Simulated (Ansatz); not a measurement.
The starting structures come from a database of crystals and need not be the phases stable at ambient conditions.

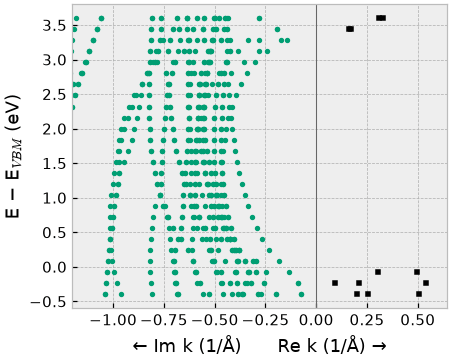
Figure. Complex bands at the centre of the two-dimensional zone; r2SCAN (Ansatz, an electronic-structure program)

No gap correction and no spin-orbit coupling; mid-gap is the computed energy nearest the middle.

**Question.** This is La$_{4}$Ti$_{3}$O$_{12}$ (R-3, 19 atoms a cell, 12.6 Å³ an atom, -3 GPa at this level) along the normal of (101). Read off the slowest decay at the centre of the two-dimensional zone at 1.68 eV, the computed energy nearest the middle of the gap.

**Answer.** κ ≈ 0.40 1/Å, a decay length 1/(2κ) of the density of 1.3 Å.
